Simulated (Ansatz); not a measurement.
# B3LYP/cc-pVDZ run of CH5BO2 (SMILES COBO)

What is the vertical ionisation energy of CH5BO2 at B3LYP/cc-pVDZ? 

The calculation is run with Ansatz 0.2.0.

70 further runs of the same task are left out: 70 set aside as unsound or not needed.

### 1 Starting point

The species is CH5BO2 (9 atoms), meant as a singlet with charge 0. As SMILES, `COBO`. The shape is that of a PBE0-D4/def2-TZVP optimisation. This is one conformer, not always the lowest.

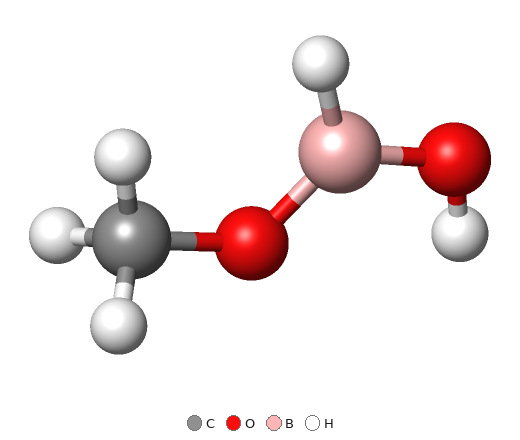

The structure, seen from a chosen angle (carbon grey, oxygen red, boron pink, hydrogen white).

### 2 A single-point energy at B3LYP/cc-pVDZ

Contents of run.yaml:

```yaml
crystal:
  periodic: [false, false, false]
  atoms:
    - {symbol: C, position_ang: [0.281800, 0.801900, -1.057400]}
    - {symbol: O, position_ang: [-0.113500, 0.454800, 0.251000]}
    - {symbol: B, position_ang: [-0.134900, -0.834100, 0.671600]}
    - {symbol: O, position_ang: [-0.524600, -1.118500, 1.938500]}
    - {symbol: H, position_ang: [0.568100, -0.079800, -1.637600]}
    - {symbol: H, position_ang: [1.131400, 1.486400, -1.006200]}
    - {symbol: H, position_ang: [-0.544800, 1.307500, -1.561700]}
    - {symbol: H, position_ang: [0.183900, -1.738400, -0.047600]}
    - {symbol: H, position_ang: [-0.758900, -0.326300, 2.432200]}
basis:
  gaussian:
    orbitals: cc-pVDZ
hamiltonian:
  xc: {name: B3LYP}
accuracy: high
output: {orbitals: {seedname: orbitals}}
```

The run is started by

```console
$ ansatz run run.yaml --threads 1 --pin off --max-ram 3480MiB --events-out events.jsonl --progress --plain --runs-dir runs
```

The log of the run:

```text
Warning: RAYON_NUM_THREADS=1 ignored (pool sized by the plan → 1); use --threads N
Functional definition: B3LYP
  name "B3LYP"
  parameter a0 = 0.2
  parameter ax = 0.72
  parameter ac = 0.81
  exchange = (1 - a0 - ax)*slater_x + ax*b88_x + a0*exact_x
  correlation = (1 - ac)*vwn_rpa_c + ac*lyp_c
1902 factors; integrals over basis functions are off by at most 5.7e-9 eV
mean field evaluation 1: about -5885.3971 eV, gradient 5.8e1 eV
mean field evaluation 2: about -5879.5223 eV, gradient 8.2e1 eV
mean field evaluation 4: about -5891.6427 eV, gradient 2.2e0 eV
mean field evaluation 8: about -5891.6507 eV, gradient 9.8e-2 eV
mean field evaluation 16: about -5891.6507 eV, gradient 3.4e-6 eV
mean field -5891.65070403 eV, -216.5141698687 hartree, gradient 5.0e-8 eV, S^2 0.000000; 0 other end points of the search recorded, 0 dependent functions left out
reference -5891.65074258 eV, -216.5141712854 hartree; 16, 16 occupied and 65, 65 virtual orbitals, 1902 factors
Total energy: -5891.65074258 eV, -216.5141712854 hartree
```

Wall time 4.8 s (1 thread of Arm Neoverse V2, shared host); peak memory 0.24 GiB.

### 3 The doublet cation, same level

Changes to run.yaml since step 2:

```diff
@@ -15,2 +15,6 @@
     orbitals: cc-pVDZ
+total_charge: 1
+magnetization:
+  spin_polarized: true
+  initial_magnetization: 1
 hamiltonian:
```

The run is started by

```console
$ ansatz run run.yaml --threads 1 --pin off --max-ram 3480MiB --events-out events.jsonl --progress --plain --runs-dir runs
```

The log of the run:

```text
Warning: RAYON_NUM_THREADS=1 ignored (pool sized by the plan → 1); use --threads N
Functional definition: B3LYP
  name "B3LYP"
  parameter a0 = 0.2
  parameter ax = 0.72
  parameter ac = 0.81
  exchange = (1 - a0 - ax)*slater_x + ax*b88_x + a0*exact_x
  correlation = (1 - ac)*vwn_rpa_c + ac*lyp_c
1901 factors; integrals over basis functions are off by at most 5.7e-9 eV
mean field evaluation 1: about -5864.9634 eV, gradient 6.2e1 eV
mean field evaluation 2: about -5834.9582 eV, gradient 1.1e2 eV
mean field evaluation 4: about -5878.3949 eV, gradient 2.2e1 eV
mean field evaluation 8: about -5880.7010 eV, gradient 8.2e-1 eV
mean field evaluation 16: about -5880.8865 eV, gradient 1.1e-2 eV
mean field evaluation 32: about -5880.8865 eV, gradient 9.2e-7 eV
mean field -5880.88651951 eV, -216.1185933839 hartree, gradient 5.1e-8 eV, S^2 0.763271; 2 other end points of the search recorded, 0 dependent functions left out
reference -5880.88655648 eV, -216.1185947424 hartree; 16, 15 occupied and 65, 66 virtual orbitals, 1901 factors
Total energy: -5880.88655648 eV, -216.1185947424 hartree
```

It took 15 s on 1 thread of Arm Neoverse V2, shared host; peak memory 0.33 GiB.

### 4 Summary of results

Level: B3LYP/cc-pVDZ.

| quantity | value |
| --- | --- |
| singlet CH5BO2: total energy | -216.51417 Eh |
| singlet CH5BO2: HOMO energy | -8.08 eV |
| singlet CH5BO2: LUMO energy | 1.18 eV |
| singlet CH5BO2: HOMO–LUMO gap | 9.26 eV |
| doublet cation: total energy | -216.11859 Eh |
| doublet cation: HOMO energy (highest over α and β) | -15.76 eV |
| doublet cation: LUMO energy (lowest over α and β) | -13.46 eV |
| doublet cation: ⟨S²⟩ | 0.763 |
| vertical ionisation energy (to the doublet cation) | 10.764 eV |

Removing an electron at fixed nuclei costs 10.76 eV (248 kcal/mol). −ε(HOMO) before ionisation, 8.08 eV, is 2.68 eV below this ionisation energy.
